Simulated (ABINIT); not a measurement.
**AlGaN2 (P3m1): G0W0 with ABINIT, start to end**

Aim: the G0W0 gap of AlGaN2 (P3m1) on LDA, step by step.

Method: LDA and many-body steps on it, plane waves, in ABINIT 10.8.3.

**1. The starting structure**

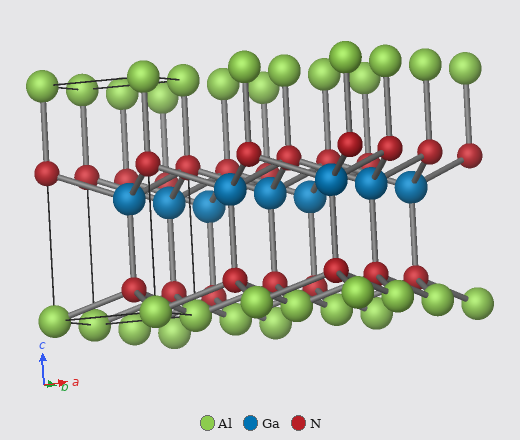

The starting structure, seen from a free direction (aluminium green, gallium blue, nitrogen red). 3×3×1 cells are drawn. Bonds to atoms that aren't drawn are left out. Some periodic images of atoms are drawn too.

The cell and positions are those that the Materials Project relaxed with its own functionals (PBE, PBE+U or r2SCAN), kept fixed.

**2. Ground state**

This step: ABINIT 10.8.3; DFT, LDA, plane waves, norm-conserving pseudopotentials.

The ground-state density comes first.

Contents of run.abi:

```
acell 3*1.0 Angstrom
rprim 
  3.145282644058 -0.000000000015 0.000000000000
  -1.572641322016 2.723894671844 0.000000000000
  0.000000000000 0.000000000000 5.096893730000
ntypat 3
znucl 13 31 7
natom 4
typat 1 2 3 3
xred 
  0.000000000000 0.000000000000 0.999263770000
  0.666666666667 0.333333333333 0.497174210000
  0.666666666667 0.333333333333 0.111803640000
  0.000000000000 0.000000000000 0.628158390000
pp_dirpath "pseudos"
pseudos "Al.upf, Ga.upf, N.upf"
ecut 36
ngkpt 6 6 4
nshiftk 1
shiftk 0 0 0
kptopt 1
chksymbreak 0
nband 19
occopt 1
tolvrs 1e-10
nstep 60
prtwf 0
optforces 0
optstress 0
indata_prefix "in"
outdata_prefix "out"
tmpdata_prefix "tmp"
```

The run is started by

```sh
$ OMP_NUM_THREADS=1 mpirun -n 4 abinit run.abi > log
```

Numbers of over 12 decimals in the logs are rounded to 6 here.

Log:

```text
.Version 10.8.3 of ABINIT. v10.8.2 released Aug 2026.

 Symmetries : space group P3 m 1 (#156); Bravais hP (primitive hexag.)
================================================================================
 Values of the parameters that define the memory need of the present run
     intxc =       0    ionmov =       0      iscf =       7    lmnmax =       6
     lnmax =       6     mgfft =      54  mpssoang =       3    mqgrid =    3001
     natom =       4  nloc_mem =       1    nspden =       1   nspinor =       1
    nsppol =       1      nsym =       6    n1xccc =    2501    ntypat =       3
    occopt =       1   xclevel =       1
-    mband =          19        mffmem =           1         mkmem =           6
       mpw =        3066          nfft =       69984          nkpt =          24
================================================================================
  Rough estimation (10% accuracy) of disk space for files :
================================================================================

--------------------------------------------------------------------------------
------------- Echo of variables that govern the present computation ------------
--------------------------------------------------------------------------------
 -outvars: echo values of preprocessed input variables --------
            acell      1.8897261259E+00  1.8897261259E+00  1.8897261259E+00 Bohr

      chksymbreak           0
             ecut      3.60000000E+01 Hartree
-          fftalg         312

              ixc       -1012
              kpt      0.00000000E+00  0.00000000E+00  0.00000000E+00
                       1.66666667E-01  0.00000000E+00  0.00000000E+00
                       3.33333333E-01  0.00000000E+00  0.00000000E+00
                       5.00000000E-01  0.00000000E+00  0.00000000E+00
                       1.66666667E-01  1.66666667E-01  0.00000000E+00
                       3.33333333E-01  1.66666667E-01  0.00000000E+00
                       3.33333333E-01  3.33333333E-01  0.00000000E+00
                       0.00000000E+00  0.00000000E+00  2.50000000E-01
                       1.66666667E-01  0.00000000E+00  2.50000000E-01
   [... 13 further rows ...]
                       3.33333333E-01  1.66666667E-01  5.00000000E-01
                       3.33333333E-01  3.33333333E-01  5.00000000E-01
         kptrlatt        6    0    0      0    6    0      0    0    4
          kptrlen      3.56623367E+01
P           mkmem           6
            natom           4
            nband          19
            ngfft          36      36      54
             nkpt          24
            nstep          60
             nsym           6
           ntypat           3
              occ      2.000000  2.000000  2.000000  2.000000  2.000000  2.000000
                       2.000000  2.000000  2.000000  2.000000  2.000000  2.000000
                       2.000000  0.000000  0.000000  0.000000  0.000000  0.000000
                       0.000000
        optforces           0
        optstress           0
            prtwf           0
            rprim      3.1452826441E+00 -1.5000000000E-11  0.0000000000E+00
[...]
spgroup         156

           tolvrs      1.00000000E-10

             xred      0.0000000000E+00  0.0000000000E+00  9.9926377000E-01
[...]
znucl       13.00000   31.00000    7.00000

================================================================================

 chkinp: Checking input parameters for consistency.

================================================================================
== DATASET  1 ==================================================================
-   mpi_nproc: 4, omp_nthreads: 1 (-1 if OMP is not activated)

--- !DatasetInfo
iteration_state: {dtset: 1, }
dimensions: {natom: 4, nkpt: 24, mband: 19, nsppol: 1, nspinor: 1, nspden: 1, mpw: 3066, }
cutoff_energies: {ecut:  36.0, pawecutdg:  -1.0, }
electrons: {nelect:   2.60000000E+01, charge:   0.00000000E+00, occopt:   1.00000000E+00, tsmear:   1.00000000E-02, }

 Real(R)+Recip(G) space primitive vectors, cartesian coordinates (Bohr,Bohr^-1):
 R(1)=  5.9437228  0.0000000  0.0000000  G(1)=  0.1682447  0.0971361  0.0000000
 R(2)= -2.9718614  5.1474149  0.0000000  G(2)=  0.0000000  0.1942723  0.0000000
 R(3)=  0.0000000  0.0000000  9.6317332  G(3)=  0.0000000  0.0000000  0.1038235
 Unit cell volume ucvol=  2.9468102E+02 bohr^3
 Angles (23,13,12)=  9.00000000E+01  9.00000000E+01  1.20000000E+02 degrees

 getcut: wavevector=  0.0000  0.0000  0.0000  ngfft=  36  36  54
         ecut(hartree)=     36.000   => boxcut(ratio)=   2.07574

--- Pseudopotential description ------------------------------------------------
- Al Generated using ONCVPSP code by D. R. Hamann
- 13.00000   3.00000  180309                  znucl, zion, pspdat
12 -1012 2 -1 1854                            pspcod,pspxc,lmax,lloc,mmax
     nproj     2     2     2
  pspatm : epsatm=    0.57439143
         --- l  ekb(1:nproj) -->
[...]
pspatm: atomic psp has been read  and splines computed

- Ga Generated using ONCVPSP code by D. R. Hamann
- 31.00000  13.00000  180309                  znucl, zion, pspdat
12 -1012 2 -1 1858                            pspcod,pspxc,lmax,lloc,mmax
     nproj     2     2     2
  pspatm : epsatm=   24.58383104
         --- l  ekb(1:nproj) -->
[...]
pspatm: atomic psp has been read  and splines computed

- N Generated using ONCVPSP code by D. R. Hamann
-  7.00000   5.00000  180309                  znucl, zion, pspdat
12 -1012 1 -1 1058                            pspcod,pspxc,lmax,lloc,mmax
     nproj     2     2     0
  pspatm : epsatm=    5.30777321
         --- l  ekb(1:nproj) -->
[...]
pspatm: atomic psp has been read  and splines computed

   9.30117991E+02                                ecore*ucvol(ha*bohr**3)
--------------------------------------------------------------------------------

_setup2: Arith. and geom. avg. npw (full set) are    3041.521    3041.501

================================================================================

--- !BeginCycle
iteration_state: {dtset: 1, }
solver: {iscf: 7, nstep: 60, nline: 4, wfoptalg: 0, }
tolerances: {tolvrs: 1.00E-10, }

     iter   Etot(hartree)      deltaE(h)  residm     vres2
 ETOT  1  -98.321574550965    -9.832E+01 5.670E-01 1.997E+03
 ETOT  2  -99.191325458548    -8.698E-01 6.864E-02 1.807E+03
 ETOT  3  -99.611248018593    -4.199E-01 1.969E-02 3.525E+01
 ETOT  4  -99.614729932976    -3.482E-03 2.802E-02 1.032E+01
 ETOT  5  -99.615628148352    -8.982E-04 5.236E-03 1.037E+00
 ETOT  6  -99.615759516528    -1.314E-04 3.251E-03 1.091E-01
 ETOT  7  -99.615768562745    -9.046E-06 5.129E-04 4.672E-02
 ETOT  8  -99.615771301844    -2.739E-06 5.459E-04 3.574E-03
 ETOT  9  -99.615771604579    -3.027E-07 1.797E-04 1.488E-04
 ETOT 10  -99.615771617104    -1.253E-08 1.997E-04 1.566E-06
 ETOT 11  -99.615771617233    -1.285E-10 5.599E-05 4.408E-08
 ETOT 12  -99.615771617241    -8.214E-12 6.712E-05 4.347E-10
 ETOT 13  -99.615771617239     2.103E-12 1.732E-05 2.276E-11

 At SCF step   13       vres2   =  2.28E-11 < tolvrs=  1.00E-10 =>converged.

--- !ResultsGS
iteration_state: {dtset: 1, }
comment   : Summary of ground state results
lattice_vectors:
- [  5.9437228,  -0.0000000,   0.0000000, ]
- [ -2.9718614,   5.1474149,   0.0000000, ]
- [  0.0000000,   0.0000000,   9.6317332, ]
lattice_lengths: [   5.94372,    5.94372,    9.63173, ]
lattice_angles: [ 90.000,  90.000, 120.000, ] # degrees, (23, 13, 12)
lattice_volume:   2.9468102E+02
convergence: {deltae:  2.103E-12, res2:  2.276E-11, residm:  1.732E-05, diffor:  0.000E+00, }
etotal    :  -9.96157716E+01
entropy   :   0.00000000E+00
fermie    :   1.97749392E-01
cartesian_stress_tensor: null
pressure_GPa: null
xred      :
- [  0.0000E+00,   0.0000E+00,   9.9926E-01, Al]
- [  6.6667E-01,   3.3333E-01,   4.9717E-01, Ga]
- [  6.6667E-01,   3.3333E-01,   1.1180E-01,  N]
- [  0.0000E+00,   0.0000E+00,   6.2816E-01,  N]
cartesian_forces: null
force_length_stats: {min: null, max: null, mean: null, }

 Integrated electronic density in atomic spheres:
 ------------------------------------------------
 Atom  Sphere_radius  Integrated_density
[...]
================================================================================

 ----iterations are completed or convergence reached----

 Mean square residual over all n,k,spin=   87.956E-09; max=  17.319E-06
 reduced coordinates (array xred) for    4 atoms
       0.000000000000      0.000000000000      0.999263770000
       0.666666666667      0.333333333333      0.497174210000
       0.666666666667      0.333333333333      0.111803640000
       0.000000000000      0.000000000000      0.628158390000
 rms dE/dt=  0.0000E+00; max dE/dt=  0.0000E+00; dE/dt below (all hartree)
    1       0.000000000000      0.000000000000      0.000000000000
    2       0.000000000000      0.000000000000      0.000000000000
    3       0.000000000000      0.000000000000      0.000000000000
    4       0.000000000000      0.000000000000      0.000000000000

 cartesian coordinates (angstrom) at end:
    1      0.000000     0.000000     5.093141
    2      1.572641     0.907965     2.534044
    3      1.572641     0.907965     0.569851
    4      0.000000     0.000000     3.201657
 length scales=  1.889726125908  1.889726125908  1.889726125908 bohr
              =  1.000000000000  1.000000000000  1.000000000000 angstroms
 prteigrs : about to open file out_EIG
 Fermi (or HOMO) energy (hartree) =   0.19775   Average Vxc (hartree)=  -0.42719
 Eigenvalues (hartree) for nkpt=  24  k points:
 kpt#   1, nband= 19, wtk=  0.00694, kpt=  0.0000  0.0000  0.0000 (reduced coord)
  -0.37211   -0.32898   -0.29329   -0.29329   -0.28342   -0.28342   -0.24748   -0.04649
   0.15754    0.15754    0.19356    0.19775    0.19775    0.30510    0.39925    0.54992
   0.58010    0.58010    0.62871
 prteigrs : prtvol=0 or 1, do not print more k-points.

--- !EnergyTerms
iteration_state     : {dtset: 1, }
comment             : Components of total free energy in Hartree
kinetic             :  7.81519700605981E+01
hartree             :  3.13544589930348E+01
xc                  : -2.79130213179606E+01
Ewald energy        : -6.20261153337129E+01
psp_core            :  3.15635523613426E+00
local_psp           : -8.22883533729017E+01
non_local_psp       : -4.00510658824308E+01
total_energy        : -9.96157716172388E+01
total_energy_eV     : -2.71068323766812E+03
band_energy         : -2.97128092137857E+00

== END DATASET(S) ==============================================================
================================================================================

 -outvars: echo values of variables after computation  --------
           etotal     -9.9615771617E+01
            nband          19
             nkpt          24
          spgroup         156
 [... the other variables as echoed above ...]

 Calculation completed.
```

Elapsed: 15 s, on 4 MPI ranks of Arm Neoverse V2, shared host; peak memory 0.33 GiB; 60 s of CPU time.

This step gave:

| Property | Result |
| --- | --- |
| total energy | -2710.6832 eV |
| gap | 2.921 eV |
| k of the valence top | 0, 0, 0 |
| k of the conduction bottom | 0, 0, 0 |
| least direct gap | 2.921 eV |

The gap is direct, at Γ.

[end of part 1 of 3]

[Paths, hosts, dates, memory and timing lines, banners, echoed tables and standing remarks are left out of the program output.]

[Logs are printed without paths, hosts, clocks, repeated set-up lines and the standing remarks that a program may print on its own settings, such as how far it seeks lower states.]

[Runs of the session that timed out or met a known fault of the program may be left out.]

[Hosts, paths, dates, database ids (printed as entryN), source tags and the programs' standing remarks are cut or masked in the printed files.]

[G0W0 gaps are taken among the corrected bands and points alone; a level outside them can change the order at an edge.]

[Where Ansatz stands beside ABINIT at settings called matched, ABINIT's density can come from a denser mesh and the files from another edition; pairs whose starting gaps differed by over 0.03 eV were left out, so agreement reads better than it is.]
